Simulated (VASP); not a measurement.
Band structure of TiSe2 (1T layered). Method: PW91 GGA, VASP's PBE PAW potentials (set 64) (plane waves; VASP).

Without a dispersion term in the relaxation, distances and binding between the weakly bound layers, chains or molecules are unreliable, and so is what depends on them.

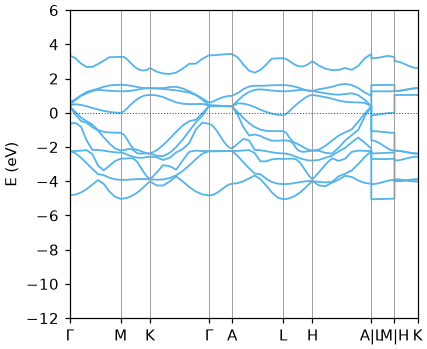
*Bands along high-symmetry lines, zero at the valence-band maximum or, without a gap, the Fermi level*

### Question
Read the plot: is there a gap, and where are the band edges?

### Answer
It has no gap at this level: it comes out as a metal or semimetal. (Edges off the drawn lines would not show.)

The compound is TiSe2 in the 1T layered structure. It was relaxed first, which changed the volume by +13 %.
